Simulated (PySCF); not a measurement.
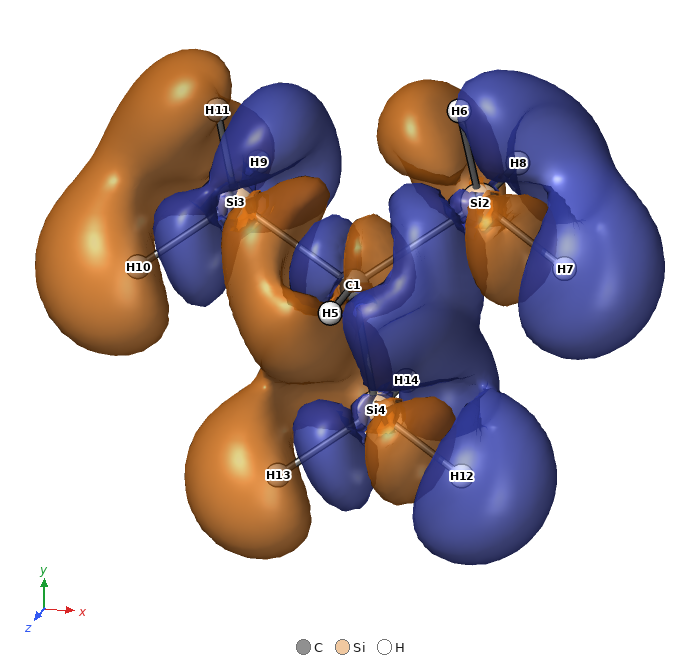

*HC(SiH3)3 (CH10Si3). Change of the electron density in a uniform field of 0.51 V/Å, surfaces at ±0.002 e/Å³ (orange: gain, blue: loss).*

Method: CAM-B3LYP/6-31+G*; geometry: GFN2-xTB; program: PySCF. No frequency check shows the geometry to be a minimum. The basis has diffuse s and p functions alone, which still leaves polarisabilities too small, most of all across bonds.

Geometry (Å), atoms numbered from 1:

```
C1      -0.0005    0.0004    0.4740
Si2      1.4970    1.0444   -0.0628
Si3     -1.6534    0.7735   -0.0624
Si4      0.1573   -1.8180   -0.0624
H5      -0.0005    0.0009    1.5690
H6       1.3630    2.4141    0.4442
H7       2.7315    0.4704    0.4831
H8       1.5922    1.0825   -1.5234
H9      -1.7540    0.7948   -1.5230
H10     -2.7716   -0.0028    0.4838
H11     -1.7550    2.1460    0.4446
H12      1.3989   -2.3927    0.4632
H13     -0.9698   -2.5964    0.4635
H14      0.1553   -1.9179   -1.5234
```

The field was applied in both directions; the picture shows the one opposite to the script's first.

> Along which Cartesian direction does the field point?

Along +x: electrons gather on the −x side, against the field.

> How large is the response?

The induced dipole is 2.28 D (along the field); α along this axis, from the fields in both directions, is 90 bohr³ (13.3 Å³).
